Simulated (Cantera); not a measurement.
Charge: 1 mol Al, 0.67 mol N2, 44 mol H2, at 10000 Pa.

Equilibrium computed with Cantera from the NASA thermochemical tables; the gas is ideal and each condensed phase is pure. Candidate condensed phases: Al, AlN; 13 gas species. Rates play no part.

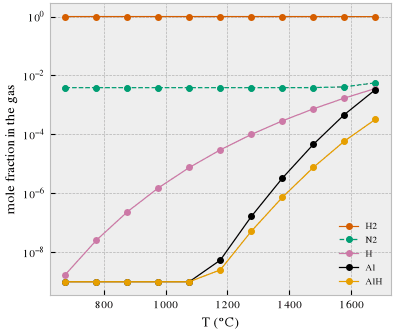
Fig. 1. Equilibrium gas composition (values under 1e-9 drawn at 1e-9)

From 677 °C to 1677 °C the condensed part is AlN(s).
